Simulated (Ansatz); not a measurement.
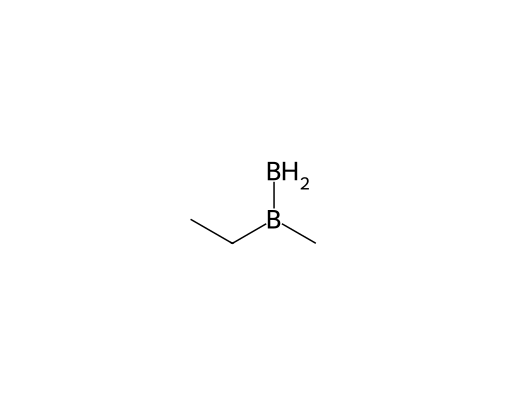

**Transcribe the drawing into SMILES.**

BB(C)CC

**Give the formula, hydrogens included.**

C3H10B2.

**An optimisation with PBE0-D4/def2-TZVP gave a structure of which point group?**

C1. Other conformers may differ.

More results for the same structure follow; atom numbers are the same in all pictures, views and colours differ. The computed structure is the end point of a PBE0-D4/def2-TZVP optimisation. No frequency run is at hand to confirm it as a minimum.

Shape

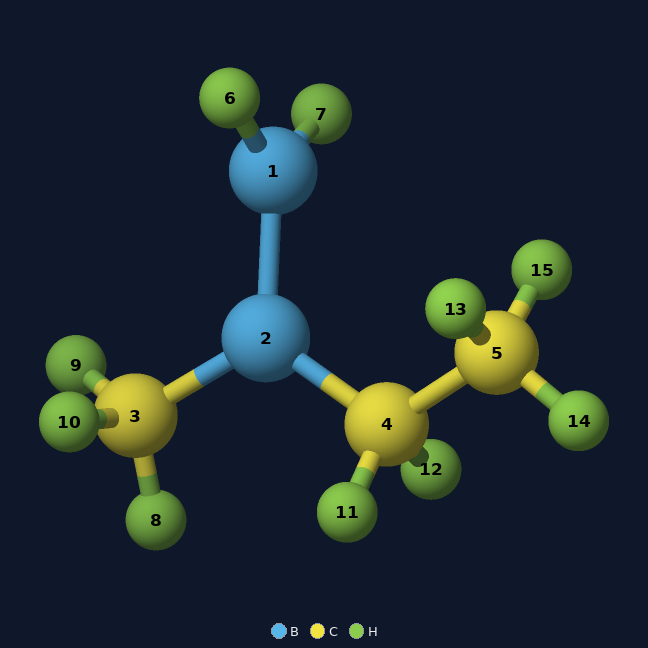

Atoms carry their numbers in the input. No frequency run is at hand to confirm it as a minimum.

**Describe the coordination of atom 2.**

B2 has 3 neighbours (B1 at 1.65, C3 at 1.58, C4 at 1.57 Å); the arrangement is trigonal planar.

**How are the neighbours of atom 3 arranged?**

C3 has 4 neighbours (B2 at 1.58, H8 at 1.09, H9 at 1.09, H10 at 1.10 Å); the arrangement is tetrahedral.

**What is the geometry at B1?**

B1 has 3 neighbours (B2 at 1.65, H6 at 1.20, H7 at 1.20 Å); the arrangement is trigonal planar.

**What is the geometry at C4?**

C4 has 4 neighbours (B2 at 1.57, C5 at 1.52, H11 at 1.10, H12 at 1.10 Å); the arrangement is tetrahedral.

**What is the dihedral angle B1–B2–C4–C5?**

16° in size, that is syn (eclipsed).

Levels of theory compared

No frequency run is at hand to confirm it as a minimum. Program: Ansatz 0.2.0.

At this fixed geometry, give HOMO energy (eV) at these levels: B3LYP-D4/def2-TZVPP; PBE-D4/def2-TZVPP; PBE0-D4/def2-TZVPP; r2SCAN-D4/def2-TZVPP; ωB97M-V/def2-TZVPP; ωB97X-V/def2-TZVPP.

```tsv
level	HOMO energy (eV)
B3LYP-D4/def2-TZVPP	−7.44
PBE-D4/def2-TZVPP	−6.30
PBE0-D4/def2-TZVPP	−7.60
r2SCAN-D4/def2-TZVPP	−6.55
ωB97M-V/def2-TZVPP	−9.88
ωB97X-V/def2-TZVPP	−10.03
```

Dipole moment

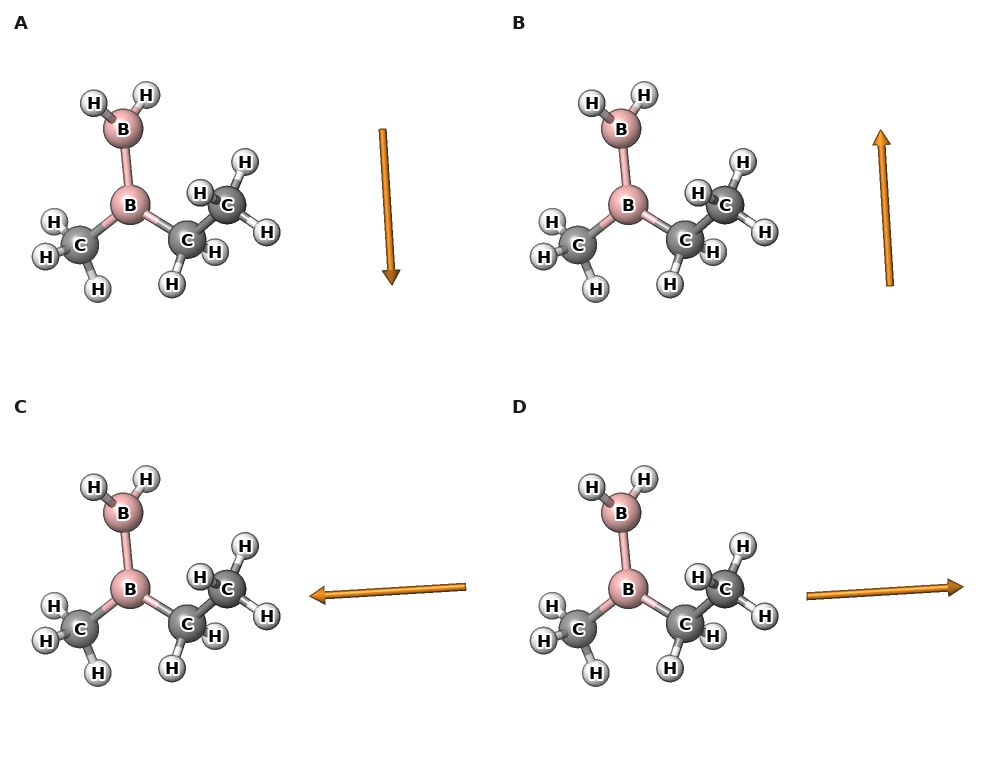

The same molecule four times, each with an arrow. No frequency run is at hand to confirm it as a minimum. Level of theory: RKS ωB97M-V/def2-TZVPP (Ansatz 0.2.0).

**Which arrow points along the dipole moment, from the negative to the positive end?**

A. The dipole moment is 0.73 D.

Charges

The questions are on Mulliken charges. No frequency run is at hand to confirm it as a minimum. Level of theory: RKS PBE-D4/def2-TZVPP (Ansatz 0.2.0).

**Which atom carries the highest charge (most positive or least negative)?**

B2 (0.15 e).

**And the lowest?**

C3 (−0.34 e).

Give the Mulliken charges atom by atom.

| atom | value (e) |
| --- | --- |
| B1 | −0.16 |
| B2 | 0.15 |
| C3 | −0.34 |
| C4 | −0.16 |
| C5 | −0.24 |
| H6 | 0.03 |
| H7 | 0.03 |
| H8 | 0.09 |
| H9 | 0.10 |
| H10 | 0.11 |
| H11 | 0.07 |
| H12 | 0.08 |
| H13 | 0.08 |
| H14 | 0.08 |
| H15 | 0.08 |

Mulliken values depend strongly on the basis set and can even reverse the polarity of a bond.
